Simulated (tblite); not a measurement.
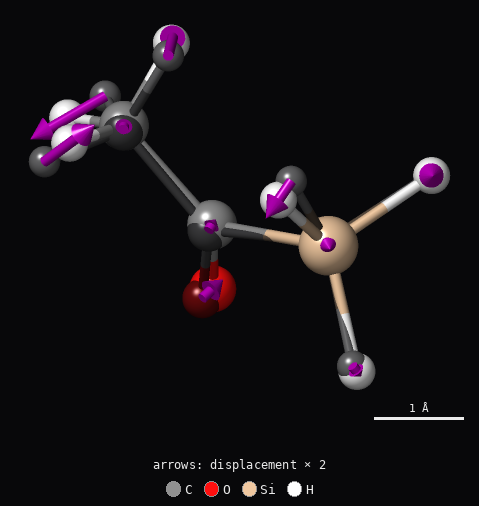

A relaxation of C₂H₆OSi. The starting structure is drawn faded, the final one solid; purple arrows show the displacements, 2 times their true length. The two geometries are superimposed by the best rigid fit.

A ball-and-stick model, seen from a free direction.

These are results of GFN2-xTB geometry optimisation, gas phase in tblite, not measurements. 

### Atoms of which element are displaced furthest, and by how much?

Hydrogen: up to 0.50 Å, against 0.18 Å for oxygen.

### What happened in the run?

An H atom moves most after the best rigid fit: 0.50 Å. Largest moves by element: H 0.50 Å, O 0.18 Å, C 0.09 Å, Si 0.08 Å. Near-neighbour distances that change, for instance: C–Si 1.854 → 1.927 Å, C–H 1.120 → 1.088 Å, H–Si 1.494 → 1.464 Å, H–Si 1.445 → 1.457 Å. Bond angles that change, for instance: C–C–H 104.5° → 111.3°, H–C–H 114.0° → 107.9°, H–C–H 104.9° → 110.1°. Groups turn about C–C by about 30°. Over 58 geometry steps the energy falls by 19.4 kJ/mol. The run took 0.56 s on 1 thread of Intel(R) Xeon(R) Processor @ 2.50GHz (shared host).
